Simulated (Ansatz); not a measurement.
# H4OSn: shift of H4 from Sn2 to O1

Aim: the minimum-energy path and barrier of the shift of H4 from Sn2 to O1. The ends are relaxed first, then joined by a nudged elastic band. SMILES of the start: [OH][SnH3].

All numbers below are computed with Ansatz 0.2.0 (UKS PBE0-D4/def2-SVP).

### Step 1. Starting point

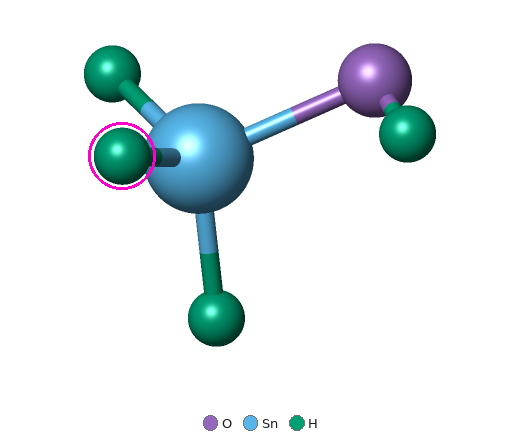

The starting structure, seen from a free direction (oxygen purple, tin blue, hydrogen teal). Ringed: H4.

As a file:

```xyz
6

O     0.9964   -0.8271    0.9971
Sn   -0.2624    0.3346   -0.1179
H     1.0726   -1.5894    0.4223
H    -1.6669   -0.5287   -0.4347
H     0.5282    0.7118   -1.6524
H    -0.6258    1.8348    0.7393
```

### Step 2. End point A

Contents of input.yaml:

```yaml
crystal:
  periodic: [false, false, false]
  atoms:
    - { symbol: O, position_ang: [0.9964, -0.8271, 0.9971] }
    - { symbol: Sn, position_ang: [-0.2624, 0.3346, -0.1179] }
    - { symbol: H, position_ang: [1.0726, -1.5894, 0.4223] }
    - { symbol: H, position_ang: [-1.6669, -0.5287, -0.4347] }
    - { symbol: H, position_ang: [0.5282, 0.7118, -1.6524] }
    - { symbol: H, position_ang: [-0.6258, 1.8348, 0.7393] }
magnetization:
  spin_polarized: true
basis:
  gaussian: { orbitals: def2-SVP }
hamiltonian:
  xc: pbe0
  dispersion: d4
relax:
  f_tol: 0.02
  max_steps: 50
```

Run with:

```
ansatz run input.yaml --threads 1 --pin off --max-ram 2048MiB --backend cpu --events-out ev --progress --plain --runs-dir out
```

The program printed (excerpt; [...] marks lines left out):

```text
Warning: RAYON_NUM_THREADS=1 ignored (pool sized by the plan → 1); use --threads N
[...]
Functional definition: PBE0
[...]
725 factors; integrals over basis functions are off by at most 3.1e-4 eV
[...]
mean field -7939.00070800 eV, -291.7528947709 hartree, gradient 8.1e-6 eV, S^2 0.000000; 0 other end points of the search recorded, 0 dependent functions left out
[...]
reference -7939.00073556 eV, -291.7528957838 hartree; 17, 17 occupied and 43, 43 virtual orbitals, 725 factors
relax step   1: F+E_penalty+E_count = -7939.06312091 eV  Δ(F+E_penalty+E_count) = +0.000e0 eV  max|allowed force component| = 9.358e-1 eV/Å  Δτ_max = 0.0000 Å  (26 SCF iters, accepted)
[...]
reference -7939.13867972 eV, -291.7579651381 hartree; 17, 17 occupied and 43, 43 virtual orbitals, 725 factors
Total energy: -7939.20173265 eV, -291.7602822907 hartree
Atom 0 at     0.927879    -0.760591     0.946785 Å, force    -0.003811     0.009693     0.003350 eV/Å
Atom 1 at    -0.282476     0.351443    -0.178450 Å, force     0.007039    -0.011139     0.002008 eV/Å
Atom 2 at     1.159167    -1.594927     0.524298 Å, force    -0.002616    -0.000230    -0.005883 eV/Å
Atom 3 at    -1.735410    -0.517019    -0.469150 Å, force     0.002360     0.003726    -0.000607 eV/Å
Atom 4 at     0.507973     0.722908    -1.657252 Å, force    -0.003468     0.000167     0.002516 eV/Å
Atom 5 at    -0.535034     1.734187     0.787469 Å, force     0.000496    -0.002217    -0.001384 eV/Å
Dipole moment:    -0.145554    -0.058146    -0.332001 e Å
```

It took 14 s on 1 thread of Arm Neoverse V2, shared host; peak memory 0.15 GiB.

Relaxation path:

```
step  energy from step 1 (eV)  largest force component (eV/Å)
   1                   0.0000                          0.9358
   2                  -0.0815                          0.9027
   3                  -0.1355                          0.2652
   4                  -0.1383                          0.0542
   5                  -0.1386                          0.0111
```

Step 1 is the start.

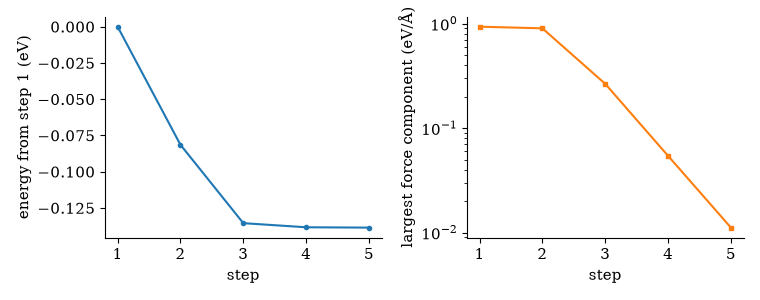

How energy and force went from step to step.

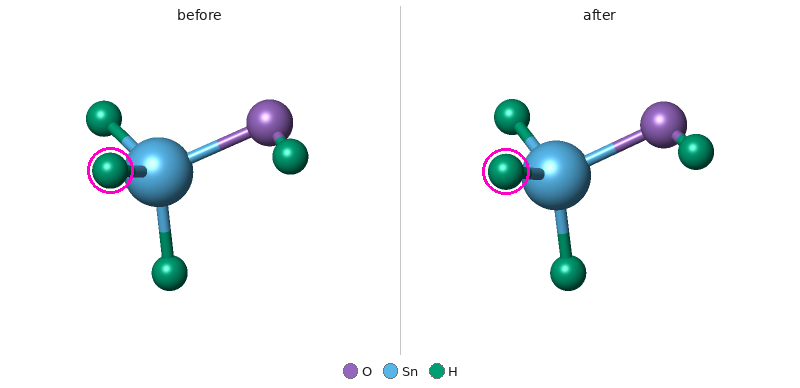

The structure before (left) and after (right), drawn at the same scale.

After: Bond lengths: O1–Sn2 1.992 Å, O1–H3 0.963 Å, Sn2–H4 1.717 Å, Sn2–H5 1.717 Å, Sn2–H6 1.706 Å. Angles: O1–Sn2–H4 109.1°, O1–Sn2–H5 109.1°, O1–Sn2–H6 102.9°, H4–Sn2–H5 110.7°, H4–Sn2–H6 112.4°, H5–Sn2–H6 112.4°, Sn2–O1–H3 112.4°.

### Step 3. Relaxing end B

The second end starts from a geometry with the move made by hand.

Edit input.yaml of step 2 so:

```diff
@@ -6,3 +6,3 @@
     - { symbol: H, position_ang: [1.0726, -1.5894, 0.4223] }
-    - { symbol: H, position_ang: [-1.6669, -0.5287, -0.4347] }
+    - { symbol: H, position_ang: [0.96646, -0.50451, 1.93259] }
     - { symbol: H, position_ang: [0.5282, 0.7118, -1.6524] }
```

Run with:

```
ansatz run input.yaml --threads 1 --pin off --max-ram 2048MiB --backend cpu --events-out ev --progress --plain --runs-dir out
```

The program printed (excerpt; [...] marks lines left out):

```text
Warning: RAYON_NUM_THREADS=1 ignored (pool sized by the plan → 1); use --threads N
[...]
[... 1 set-up line as earlier in the session ...]
[...]
733 factors; integrals over basis functions are off by at most 3.1e-4 eV
[...]
mean field -7936.93812101 eV, -291.6770960972 hartree, gradient 3.1e-5 eV, S^2 0.000000; 1 other end points of the search recorded, 0 dependent functions left out
[...]
reference -7936.93814571 eV, -291.6770970048 hartree; 17, 17 occupied and 43, 43 virtual orbitals, 733 factors
[...]
relax step  19: F+E_penalty+E_count = -7939.15551812 eV  Δ(F+E_penalty+E_count) = -4.875e-4 eV  max|allowed force component| = 2.671e-2 eV/Å  Δτ_max = 0.0358 Å  (25 SCF iters, accepted)
[...]
relax step  25: F+E_penalty+E_count = -7939.15629574 eV  Δ(F+E_penalty+E_count) = -1.426e-4 eV  max|allowed force component| = 6.779e-2 eV/Å  Δτ_max = 0.0220 Å  (25 SCF iters, accepted)
relax step  26: F+E_penalty+E_count = -7939.15645646 eV  Δ(F+E_penalty+E_count) = -1.607e-4 eV  max|allowed force component| = 6.720e-2 eV/Å  Δτ_max = 0.0231 Å  (25 SCF iters, accepted)
[...]
```

### Step 4. More of the same log: end point B relaxed

Output, continued:

```text
reference -7939.08882644 eV, -291.7561330641 hartree; 17, 17 occupied and 43, 43 virtual orbitals, 733 factors
relax step  27: F+E_penalty+E_count = -7939.15637121 eV  Δ(F+E_penalty+E_count) = +8.525e-5 eV  max|allowed force component| = 1.243e-1 eV/Å  Δτ_max = 0.0422 Å  (26 SCF iters, rejected (line search))
these checks for a lower state are left out or cut short: starts, cluster_reference, orbital_swaps, neighbouring_geometries, increment
733 factors; integrals over basis functions are off by at most 5.6e-4 eV
mean field -7939.08902328 eV, -291.7561402978 hartree, gradient 5.4e-5 eV, S^2 0.000000; 0 other end points of the search recorded, 0 dependent functions left out
the calculation of the forces begins
reference -7939.08904667 eV, -291.7561411574 hartree; 17, 17 occupied and 43, 43 virtual orbitals, 733 factors
relax step  28: F+E_penalty+E_count = -7939.15656292 eV  Δ(F+E_penalty+E_count) = -1.065e-4 eV  max|allowed force component| = 4.175e-2 eV/Å  Δτ_max = 0.0206 Å  (25 SCF iters, accepted)
these checks for a lower state are left out or cut short: starts, cluster_reference, orbital_swaps, neighbouring_geometries, increment
733 factors; integrals over basis functions are off by at most 6.0e-4 eV
mean field -7939.08857256 eV, -291.7561237340 hartree, gradient 8.1e-5 eV, S^2 0.000000; 0 other end points of the search recorded, 0 dependent functions left out
the calculation of the forces begins
reference -7939.08859602 eV, -291.7561245962 hartree; 17, 17 occupied and 43, 43 virtual orbitals, 733 factors
relax step  29: F+E_penalty+E_count = -7939.15624576 eV  Δ(F+E_penalty+E_count) = +3.172e-4 eV  max|allowed force component| = 1.587e-1 eV/Å  Δτ_max = 0.0686 Å  (25 SCF iters, rejected (line search))
these checks for a lower state are left out or cut short: starts, cluster_reference, orbital_swaps, neighbouring_geometries, increment
733 factors; integrals over basis functions are off by at most 5.8e-4 eV
mean field evaluation 192: about -7939.0891 eV, gradient 5.4e-5 eV
mean field -7939.08914401 eV, -291.7561447346 hartree, gradient 5.4e-5 eV, S^2 0.000000; 0 other end points of the search recorded, 0 dependent functions left out
the calculation of the forces begins
reference -7939.08916744 eV, -291.7561455956 hartree; 17, 17 occupied and 43, 43 virtual orbitals, 733 factors
relax step  30: F+E_penalty+E_count = -7939.15673770 eV  Δ(F+E_penalty+E_count) = -1.748e-4 eV  max|allowed force component| = 4.921e-2 eV/Å  Δτ_max = 0.0289 Å  (25 SCF iters, accepted)
these checks for a lower state are left out or cut short: starts, cluster_reference, orbital_swaps, neighbouring_geometries, increment
733 factors; integrals over basis functions are off by at most 5.9e-4 eV
mean field -7939.08924355 eV, -291.7561483924 hartree, gradient 5.4e-5 eV, S^2 0.000000; 0 other end points of the search recorded, 0 dependent functions left out
the calculation of the forces begins
reference -7939.08926698 eV, -291.7561492537 hartree; 17, 17 occupied and 43, 43 virtual orbitals, 733 factors
relax step  31: F+E_penalty+E_count = -7939.15688442 eV  Δ(F+E_penalty+E_count) = -1.467e-4 eV  max|allowed force component| = 2.062e-2 eV/Å  Δτ_max = 0.0225 Å  (25 SCF iters, accepted)
these checks for a lower state are left out or cut short: starts, cluster_reference, orbital_swaps, neighbouring_geometries, increment
733 factors; integrals over basis functions are off by at most 6.0e-4 eV
mean field -7939.08924601 eV, -291.7561484828 hartree, gradient 5.4e-5 eV, S^2 0.000000; 0 other end points of the search recorded, 0 dependent functions left out
the calculation of the forces begins
reference -7939.08926946 eV, -291.7561493446 hartree; 17, 17 occupied and 43, 43 virtual orbitals, 733 factors
relax step  32: F+E_penalty+E_count = -7939.15691199 eV  Δ(F+E_penalty+E_count) = -2.757e-5 eV  max|allowed force component| = 4.912e-2 eV/Å  Δτ_max = 0.0170 Å  (25 SCF iters, accepted)
these checks for a lower state are left out or cut short: starts, cluster_reference, orbital_swaps, neighbouring_geometries, increment
733 factors; integrals over basis functions are off by at most 6.0e-4 eV
mean field -7939.08927764 eV, -291.7561496453 hartree, gradient 1.1e-5 eV, S^2 0.000000; 0 other end points of the search recorded, 0 dependent functions left out
the calculation of the forces begins
reference -7939.08930110 eV, -291.7561505072 hartree; 17, 17 occupied and 43, 43 virtual orbitals, 733 factors
relax step  33: F+E_penalty+E_count = -7939.15695137 eV  Δ(F+E_penalty+E_count) = -3.938e-5 eV  max|allowed force component| = 4.090e-2 eV/Å  Δτ_max = 0.0071 Å  (24 SCF iters, accepted)
these checks for a lower state are left out or cut short: starts, cluster_reference, orbital_swaps, neighbouring_geometries, increment
733 factors; integrals over basis functions are off by at most 6.1e-4 eV
mean field -7939.08934784 eV, -291.7561522250 hartree, gradient 5.6e-5 eV, S^2 0.000000; 0 other end points of the search recorded, 0 dependent functions left out
the calculation of the forces begins
reference -7939.08937133 eV, -291.7561530881 hartree; 17, 17 occupied and 43, 43 virtual orbitals, 733 factors
relax step  34: F+E_penalty+E_count = -7939.15701621 eV  Δ(F+E_penalty+E_count) = -6.484e-5 eV  max|allowed force component| = 1.965e-2 eV/Å  Δτ_max = 0.0307 Å  (25 SCF iters, accepted)
733 factors; integrals over basis functions are off by at most 6.1e-4 eV
mean field evaluation 224: about -7939.0893 eV, gradient 6.6e-4 eV
mean field -7939.08934784 eV, -291.7561522250 hartree, gradient 5.6e-5 eV, S^2 0.000000; 1 other end points of the search recorded, 0 dependent functions left out
the calculation of the forces begins
reference -7939.08937133 eV, -291.7561530881 hartree; 17, 17 occupied and 43, 43 virtual orbitals, 733 factors
Total energy: -7939.15703970 eV, -291.7586398549 hartree
Atom 0 at     0.925011    -1.067545     0.700326 Å, force     0.019655     0.007256    -0.011232 eV/Å
Atom 1 at    -0.591576     0.266259    -0.672094 Å, force    -0.011923     0.001516    -0.001452 eV/Å
Atom 2 at     0.588858    -1.058467     1.605633 Å, force    -0.007050     0.001209     0.010940 eV/Å
Atom 3 at     1.713876    -0.509225     0.725840 Å, force    -0.006047    -0.006560    -0.000788 eV/Å
Atom 4 at     0.910577     1.212563    -0.923524 Å, force     0.006052    -0.002982     0.003659 eV/Å
Atom 5 at    -0.871285     1.116605     0.884808 Å, force    -0.000687    -0.000440    -0.001126 eV/Å
Dipole moment:     0.361553    -0.220368     0.492117 e Å
```

Run time: 72 s. Hardware: 1 thread of Arm Neoverse V2, shared host; peak memory 0.15 GiB.

The steps of the relaxation, one in 2:

```
step  energy from step 1 (eV)  largest force component (eV/Å)
   1                   0.0000                          4.6485
   3                  -1.8180                          1.4922
  5x                  -2.0061                          1.6851
   7                  -2.1000                          0.0944
   9                  -2.1080                          0.2928
  11                  -2.1432                          0.0511
 13x                  -2.0911                          1.4890
  15                  -2.1519                          0.0426
  17                  -2.1526                          0.0097
  19                  -2.1530                          0.0267
  21                  -2.1532                          0.0129
  23                  -2.1536                          0.0513
  25                  -2.1538                          0.0678
 27x                  -2.1539                          0.1243
 29x                  -2.1538                          0.1587
  31                  -2.1544                          0.0206
  33                  -2.1545                          0.0409
  34                  -2.1545                          0.0197
```

Step 1 is the start. 7 steps were tried and not accepted (marked x).

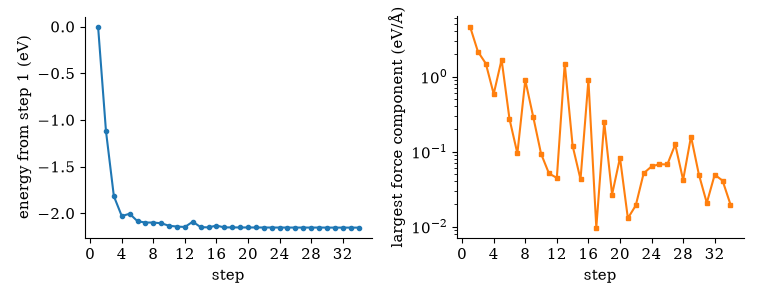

Energy and largest force along the relaxation.

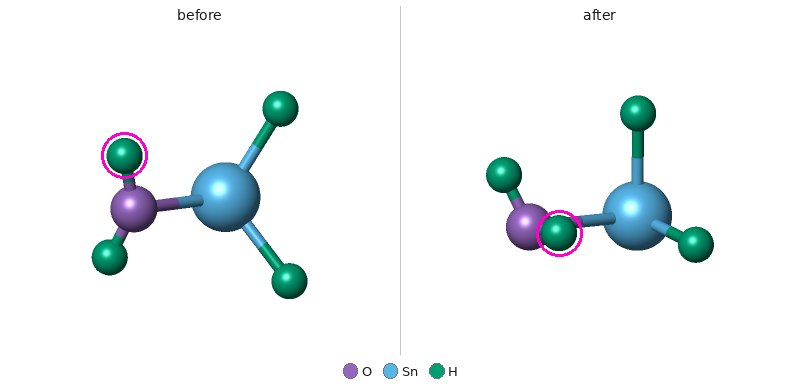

Before and after, at one scale.

After: Bond lengths: O1–Sn2 2.442 Å, O1–H3 0.966 Å, O1–H4 0.967 Å, Sn2–H5 1.793 Å, Sn2–H6 1.796 Å. Angles: O1–Sn2–H5 81.2°, O1–Sn2–H6 82.4°, H5–Sn2–H6 90.1°, Sn2–O1–H3 107.8°, Sn2–O1–H4 101.9°, H3–O1–H4 104.7°.

### Step 5. Nudged elastic band

crystal.atoms is end A as relaxed above, and neb.final_atoms is end B, turned to lie on A. With 5 inner images the band has 7 in all. The start path is listed, through a guess of the saddle.

Contents of input.yaml:

```yaml
crystal:
  periodic: [false, false, false]
  atoms:
    - { symbol: O, position_ang: [0.927879, -0.760591, 0.946785] }
    - { symbol: Sn, position_ang: [-0.282476, 0.351443, -0.17845] }
    - { symbol: H, position_ang: [1.159167, -1.594927, 0.524298] }
    - { symbol: H, position_ang: [-1.73541, -0.517019, -0.46915] }
    - { symbol: H, position_ang: [0.507973, 0.722908, -1.657252] }
    - { symbol: H, position_ang: [-0.535034, 1.734187, 0.787469] }
magnetization:
  spin_polarized: true
basis:
  gaussian: { orbitals: def2-SVP }
hamiltonian:
  xc: pbe0
  dispersion: d4
neb:
  order_check: false
  images: 5
  f_tol: 0.05
  max_iterations: 60
  final_atoms:
    - { symbol: O, position_ang: [-0.05671366, -1.17716184, 0.28989639] }
    - { symbol: Sn, position_ang: [-1.09619231, 1.01608475, 0.02201689] }
    - { symbol: H, position_ang: [0.56643755, -1.12050537, 1.02551492] }
    - { symbol: H, position_ang: [0.49931432, -1.23191428, -0.49909996] }
    - { symbol: H, position_ang: [-0.3356021, 0.8731159, -1.59546089] }
    - { symbol: H, position_ang: [0.4648552, 1.57638183, 0.71083265] }
  initial_path:
    images:
      - { positions_ang: [[0.927879, -0.760591, 0.946785], [-0.282476, 0.351443, -0.17845], [1.159167, -1.594927, 0.524298], [-1.73541, -0.517019, -0.46915], [0.507973, 0.722908, -1.657252], [-0.535034, 1.734187, 0.787469]] }
      - { positions_ang: [[0.79496004, -0.82128053, 0.91173242], [-0.32393479, 0.36725657, -0.24688514], [1.0085477, -1.61150248, 0.42117338], [-1.35856531, -0.53892786, -0.18032568], [0.57900389, 0.77731312, -1.65602306], [-0.65791253, 1.76314217, 0.70402809]] }
      - { positions_ang: [[0.66204109, -0.88197005, 0.87667983], [-0.36539358, 0.38307013, -0.31532028], [0.85792839, -1.62807796, 0.31804876], [-0.98172063, -0.56083672, 0.10849864], [0.65003478, 0.83171825, -1.65479413], [-0.78079105, 1.79209735, 0.62058719]] }
      - { positions_ang: [[0.52912213, -0.94265958, 0.84162725], [-0.40685237, 0.3988837, -0.38375543], [0.70730909, -1.64465344, 0.21492413], [-0.60487594, -0.58274558, 0.39732296], [0.72106567, 0.88612337, -1.65356519], [-0.90366958, 1.82105252, 0.53714628]] }
      - { positions_ang: [[0.33384353, -1.020827, 0.65771696], [-0.63663235, 0.60461738, -0.24849799], [0.66035191, -1.46993742, 0.48512106], [-0.23681252, -0.79913514, 0.09851532], [0.36884308, 0.88178755, -1.63419709], [-0.44749465, 1.73949562, 0.59504174]] }
      - { positions_ang: [[0.13856494, -1.09899442, 0.47380667], [-0.86641233, 0.81035107, -0.11324055], [0.61339473, -1.29522139, 0.75531799], [0.1312509, -1.01552471, -0.20029232], [0.01662049, 0.87745173, -1.61482899], [0.00868027, 1.65793873, 0.65293719]] }
      - { positions_ang: [[-0.05671366, -1.17716184, 0.28989639], [-1.09619231, 1.01608475, 0.02201689], [0.56643755, -1.12050537, 1.02551492], [0.49931432, -1.23191428, -0.49909996], [-0.3356021, 0.8731159, -1.59546089], [0.4648552, 1.57638183, 0.71083265]] }
```

Run with:

```
ansatz run input.yaml --threads 1 --pin off --max-ram 2048MiB --backend cpu --events-out ev --progress --plain --runs-dir out
```

The program printed (excerpt; [...] marks lines left out):

```text
Warning: RAYON_NUM_THREADS=1 ignored (pool sized by the plan → 1); use --threads N
[...]
[... 1 set-up line as earlier in the session ...]
[...]
726 factors; integrals over basis functions are off by at most 3.0e-4 eV
[...]
mean field -7939.13866003 eV, -291.7579644145 hartree, gradient 3.3e-5 eV, S^2 0.000000; 0 other end points of the search recorded, 0 dependent functions left out
[...]
reference -7939.13868767 eV, -291.7579654303 hartree; 17, 17 occupied and 43, 43 virtual orbitals, 726 factors
[...]
Atom 2 at     1.005380    -1.515492     0.358004 Å, force    -0.016797     0.006348    -0.005027 eV/Å
Atom 3 at    -0.967522    -1.042039     0.124197 Å, force     0.004664    -0.003722    -0.010881 eV/Å
Atom 4 at     0.619844     0.900284    -1.644131 Å, force     0.000775    -0.003772     0.000634 eV/Å
Atom 5 at    -0.481562     1.986515     0.628660 Å, force     0.001741    -0.019067    -0.013396 eV/Å
Dipole moment:     0.006668     0.002726    -0.340852 e Å
this run last wrote the band of iteration 17 to <dir>
```

Run time: 3.2 min. Hardware: 1 thread of Arm Neoverse V2, shared host; peak memory 0.15 GiB.

(Part 1 of 3 ends here.)
